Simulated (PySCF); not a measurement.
C$_{4}$H$_{12}$O$_{2}$Si (Si(OMe)2Me2)

```xyz
19

Si   -0.3337   -0.2270    0.1368
O    -0.0428   -0.4334    1.7557
C     0.9124    0.2775    2.4904
H     1.9050    0.2497    2.0079
H     1.0026   -0.1751    3.4901
H     0.6261    1.3374    2.6264
O     1.1508   -0.4071   -0.6081
C     1.4262   -0.1726   -1.9547
H     0.8693   -0.8566   -2.6229
H     2.5004   -0.3347   -2.1366
H     1.1886    0.8641   -2.2606
C    -1.0047    1.4827   -0.2198
H    -1.2385    1.6141   -1.2884
H    -0.2810    2.2634    0.0629
H    -1.9323    1.6572    0.3475
C    -1.5173   -1.5725   -0.3599
H    -2.4662   -1.4824    0.1906
H    -1.0836   -2.5589   -0.1358
H    -1.7441   -1.5322   -1.4368
```

Geometry: PBE0-D3(BJ)/def2-SVP.

Level of theory: PBE0/pcSseg-1, SCF density, gas phase, non-relativistic in PySCF 2.14.0.

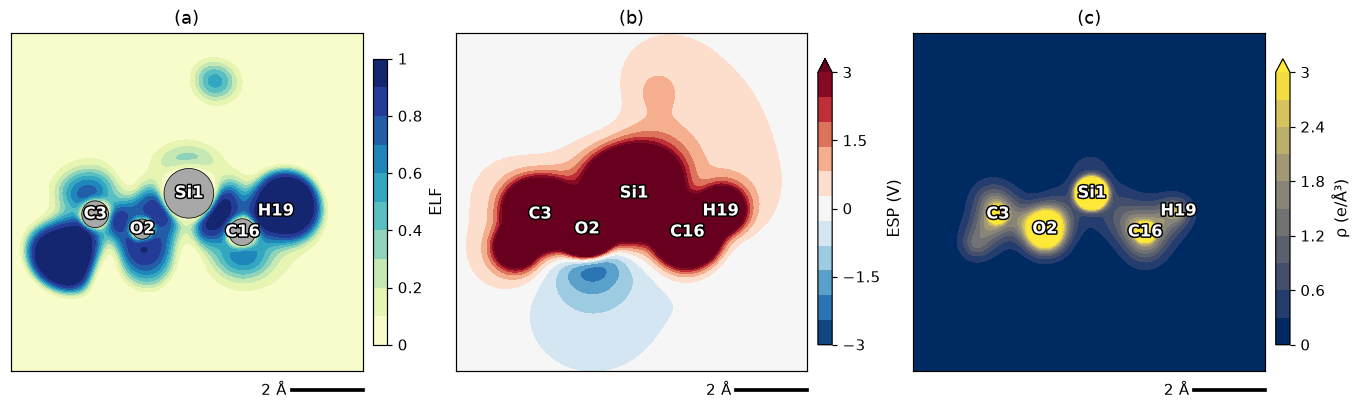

Figure 1. (a) ELF; (b) electrostatic potential; (c) total electron density on the plane of atoms O2, Si1 and C16. Grey discs cover the atomic cores in the ELF map.

Read the bonding off the picture.

Atoms in the plane: Si, O, C and H. C–O (1.40 Å): ρ is about 2.1 e/Å³ halfway, with its minimum of 1.8 e/Å³ about 0.5 Å from C; the ELF peaks at about 0.85 between the atoms (a polar covalent bond). Si–O (1.66 Å): the density is about 1.1 e/Å³ at the midpoint; the ELF peaks at about 0.85 between the atoms (a polar covalent bond). C–Si (1.86 Å): ρ at the midpoint is about 1 e/Å³; the ELF peaks at about 0.95 between the atoms: a covalent bond. C–H (1.10 Å): the density is about 1.9 e/Å³ at the midpoint; the ELF climbs to about 1 towards the hydrogen, as it does in any bond to H; an ordinary covalent bond to hydrogen. The ELF also peaks beside O2, away from the bonds: lone-pair regions. Outside the dense part of the molecule the potential is most negative (−2.2 V) near O2.

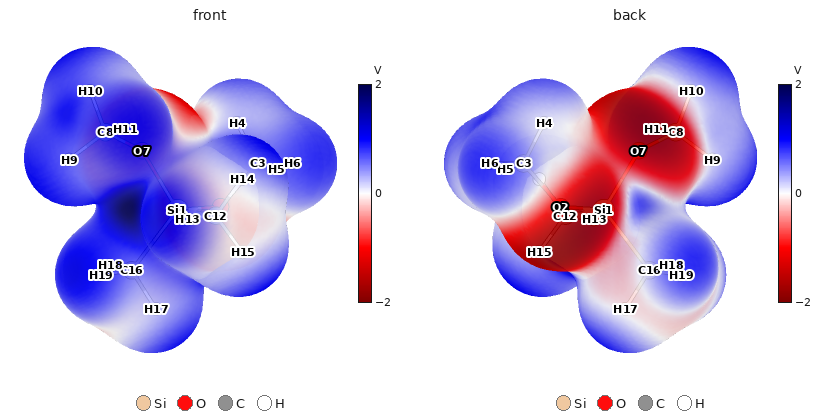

Figure 2. The electrostatic potential painted on the density surface at 0.004 e/bohr³, seen from the front and from behind; red is negative and blue positive.

Which sites attract a positive test charge, and which a negative one?

A positive charge is drawn to the negative regions and a negative charge to the positive ones. The most negative region (about −1.8 V, or −42 kcal/mol for a unit charge) lies over O2 and O7, the most positive (about +1.8 V, or +42 kcal/mol for a unit charge) over Si1.
